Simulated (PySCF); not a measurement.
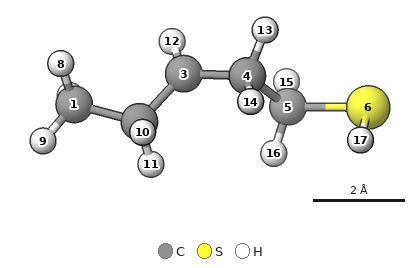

*The structure (ball-and-stick view, seen at a tilt; atoms are numbered from 1 in the order of the input).*

Bond lengths as drawn: C–C 1.48 to 1.54 Å, C–H 1.08 to 1.10 Å, C–S 1.83 Å and H–S 1.33 Å.

# C5H11S: EPR calculation

System: C5H11S, multiplicity 2.
Method: UKS B3LYP, pcH-1 on C H S, non-relativistic, mean-field spin-orbit, GIAO (PySCF 2.14.0).

It belongs to a series of runs on one base structure; here: H removed from sp3 C.

### Input
```
{"job": {"kind": "epr", "basis": "pcH-1"}, "charge": 0, "multiplicity": 2}
C     -2.718112     0.123014    -0.193922
C     -1.356416    -0.175646     0.424590
C     -0.254789     0.560736    -0.234597
C      1.099897     0.616194     0.347678
C      1.976408    -0.508169    -0.235860
S      3.696754    -0.448874     0.373401
H     -2.725338    -0.150156    -1.246440
H     -2.946766     1.182895    -0.112951
H     -3.499111    -0.438969     0.312613
H     -1.372281     0.065168     1.494394
H     -1.175651    -1.261920     0.364275
H     -0.389411     0.891554    -1.250218
H      1.586522     1.568238     0.116358
H      1.058819     0.499138     1.434195
H      2.056834    -0.409535    -1.317653
H      1.565233    -1.488605     0.003484
H      3.390411    -0.613032     1.659128
```

The first line tells a small driver script what to run in PySCF; the rest is the geometry in Å.

Launched with:
```bash
OMP_NUM_THREADS=1 python <driver script> task.json out
```

### What the program printed
```
UKS, coarse grid
  cycle   1  E = -595.26489070  |g| = 3.13e-01
  cycle   2  E = -595.25864744  |g| = 3.33e-01
  cycle   3  E = -595.31760032  |g| = 3.61e-02
  cycle   4  E = -595.31814868  |g| = 2.05e-02
  cycle   5  E = -595.31836668  |g| = 5.48e-03
  cycle   6  E = -595.31838067  |g| = 2.42e-03
  cycle   7  E = -595.31838312  |g| = 8.95e-04
UKS, final grid
  cycle   1  E = -595.31838507  |g| = 1.15e-03
  cycle   2  E = -595.31838429  |g| = 1.70e-03
  cycle   3  E = -595.31838577  |g| = 9.63e-05
  cycle   4  E = -595.31838577  |g| = 4.51e-05
  cycle   5  E = -595.31838577  |g| = 1.51e-05
E = -595.31838577 Eh   <S^2> = 0.7539 (exact 0.7500)
g shifts (ppm)      1          2          3
  rmc          -145       -145       -145
  gc              3         31         32
  oz_so         157        593       1180
  total          15        479       1068
hyperfine (MHz)  atom isotope    a_iso     a_fc   dipolar eigenvalues
    0   13C      10.25      10.25     -1.36     -1.16      2.52
    1   13C     -32.18     -32.19     -2.11     -0.08      2.18
    2   13C      98.85      98.97    -79.56    -78.85    158.41
    3   13C     -29.67     -29.68     -2.00     -0.34      2.34
    4   13C     103.21     103.20     -4.73     -4.58      9.30
    5   33S       0.04       0.02     -2.96     -2.29      5.25
    6    1H      -1.56      -1.56     -2.83     -2.64      5.47
    7    1H      -1.91      -1.92     -3.68     -2.64      6.32
    8    1H      -1.49      -1.49     -1.86     -1.56      3.42
    9    1H      61.40      61.40     -4.75     -4.45      9.20
   10    1H     141.13     141.13     -5.35     -2.96      8.31
   11    1H     -60.47     -60.48    -38.06     -0.03     38.09
   12    1H      55.37      55.37     -5.09     -4.37      9.46
   13    1H      13.75      13.75     -4.81     -4.01      8.82
   14    1H      -2.28      -2.28     -5.13     -2.16      7.29
   15    1H      -3.75      -3.75     -4.76     -2.02      6.78
   16    1H      -0.48      -0.49     -1.56     -0.54      2.10
```

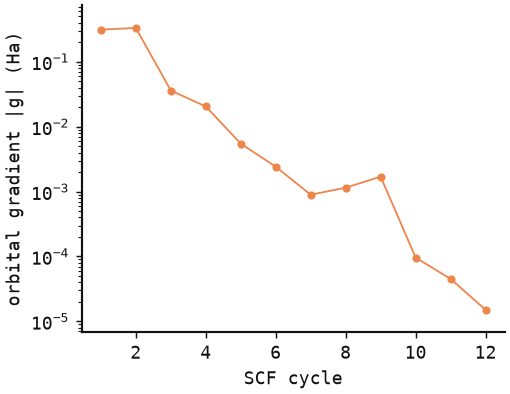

*Convergence of the self-consistent field: orbital gradient |g| against the SCF cycle.*

All cycles printed in the log are drawn one after another.

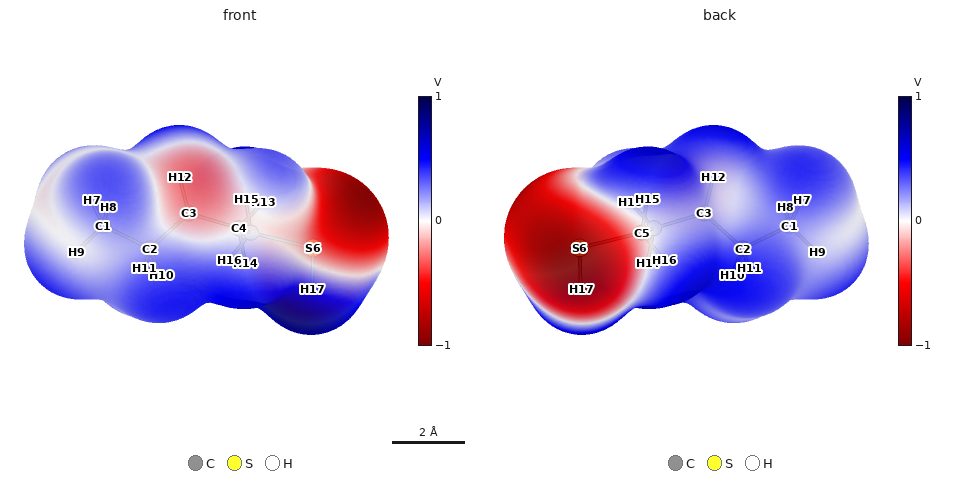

*The electrostatic potential painted on the density surface at 0.001 e/bohr³, seen at a tilt and from behind; the colour scale runs from red (negative) to blue (positive).*

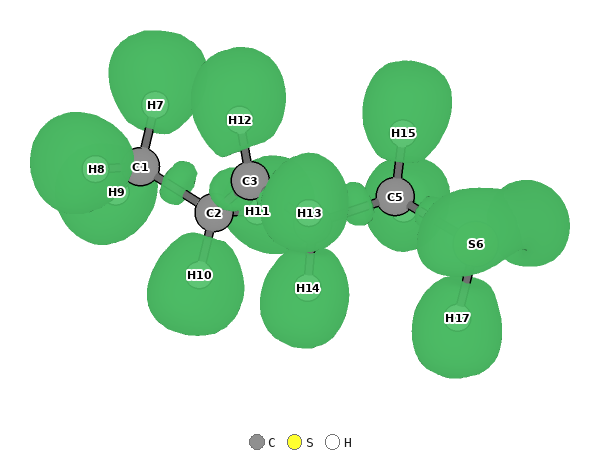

*Isosurface of the electron localisation function at 0.85 (green), seen at a tilt. Only the valence region is drawn (cores and ρ < 0.01 e/Å³ removed).*

Along the contacts the grid gives the following. C–C (1.48 Å): the ELF peaks at about 0.95 between the atoms, which marks a shared electron pair.

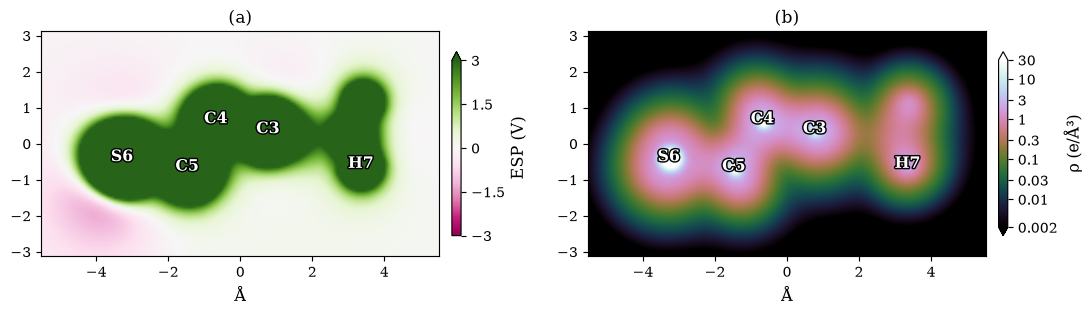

*(a) molecular electrostatic potential; (b) electron density on the plane of atoms C4, C5 and S6.*

Atoms in the plane: C, S and H. C–S (1.83 Å): ρ at the midpoint is about 1.2 e/Å³. C–C (1.54 Å): ρ at the midpoint is about 1.5 e/Å³.

### Key numbers

```json
{"quantity": "outcome", "value": "converged"}
{"quantity": "total energy", "value": "−595.318386 hartree"}
{"quantity": "⟨S²⟩", "value": "0.754"}
{"quantity": "isotropic g", "value": "2.0028"}
{"quantity": "hardware", "value": "1 CPU thread, shared host"}
{"quantity": "wall time", "value": "78 s"}
{"quantity": "peak memory", "value": "0.96 GiB"}
```
